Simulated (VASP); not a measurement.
Band structure of KTaO3 (cubic perovskite). All values below come from rev-vdW-DF2, VASP's PBE PAW potentials (set 64) (plane waves; VASP).

Unless said otherwise, spin-orbit coupling is left out, though it shifts the bands of the heavy elements here.

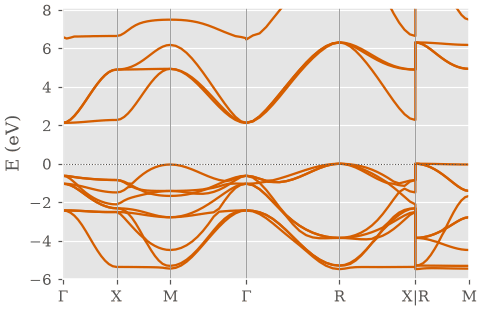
Fig. 1. Bands along high-symmetry lines, zero at the valence-band maximum or, without a gap, the Fermi level

Problem. Read the plot: is there a gap, and where are the band edges?

Solution. The gap is indirect, 2.12 eV, from the valence maximum at R to the conduction minimum at Γ. (Edges off the drawn lines would not show.)

Measured: gap 3.64 eV (computed value off by -1.52 eV), as given by Burak Himmetoglu et al., Journal of Physics Condensed Matter (2016), arXiv:1601.06205.

The compound is KTaO3 in the cubic perovskite structure. It was relaxed first.
